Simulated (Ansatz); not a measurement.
**B₄N₃ (doublet): density, localisation and related maps**

```xyz
7

B    -1.0378   -0.5903   -0.1712
B    -0.0649   -0.2595    1.3804
B     0.4097    0.4132   -1.0571
B     1.1091    0.5544    0.6616
N    -0.7421   -0.2092   -1.4504
N     1.5552    1.0107   -0.5333
N    -1.2292   -0.9192    1.1699
```

Geometry: PBE-D4/def2-SVP; not at a stationary point (largest force 1.0 eV/Å).

All numbers below come from UKS PBE0-D4/def2-TZVP in Ansatz.

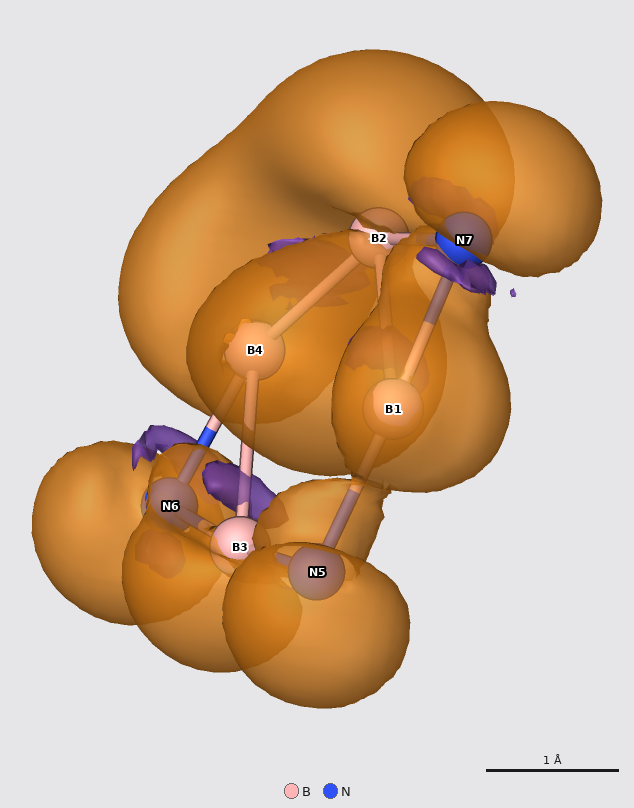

Figure 1. Isosurfaces of the spin density at +0.015 (orange) and −0.015 e/Å³ (purple), seen at an oblique angle.

**Which atoms carry the spin?**

The unpaired spin (1 electron) lies mostly on B2 (about 0.3), B4 (about 0.3), N7 (about 0.1), N6 (about 0.1) and N5 (about 0.1), in electrons by Hirshfeld's partition.

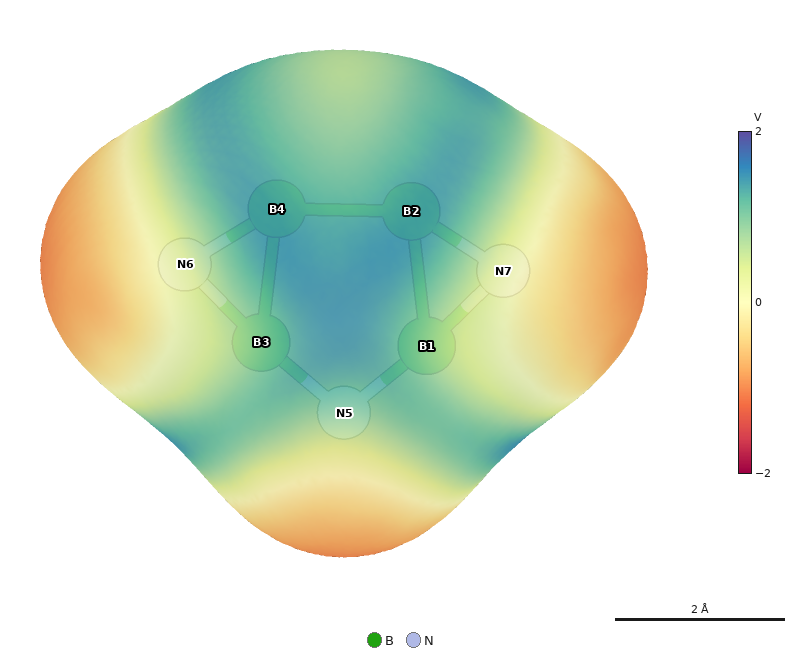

Figure 2. The electrostatic potential painted on the density surface at 0.002 e/bohr³, seen at a tilt; red is negative and blue positive.

**Describe the electrostatic potential map.**

The most negative region (about −1.1 V) lies over N5, the most positive (about +1.5 V) over B1, B2, B3 and B4. N5 is the likeliest acceptor of a hydrogen bond.

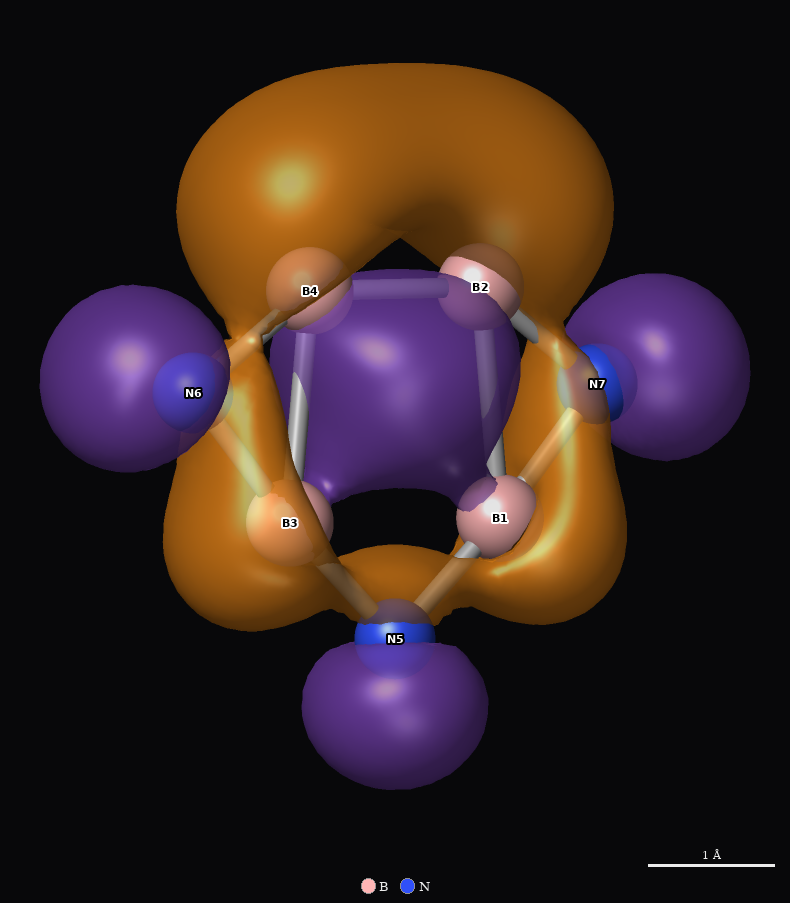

Figure 3. One frontier orbital at ±0.1 Å⁻³ᐟ² (orange and purple are the two phases), seen at a tilt.

**Which orbital is it: HOMO (α) or LUMO (α)?**

The HOMO (α), at −5.96 eV. Its weight (Hirshfeld) is mainly on B2 (about 25 %), B4 (about 25 %), N7 (about 15 %), N6 (about 15 %), N5 (about 10 %), B1 (about 5 %) and B3 (about 5 %); it is symmetric in the molecular plane (an in-plane orbital: σ, lone-pair or in-plane π type).
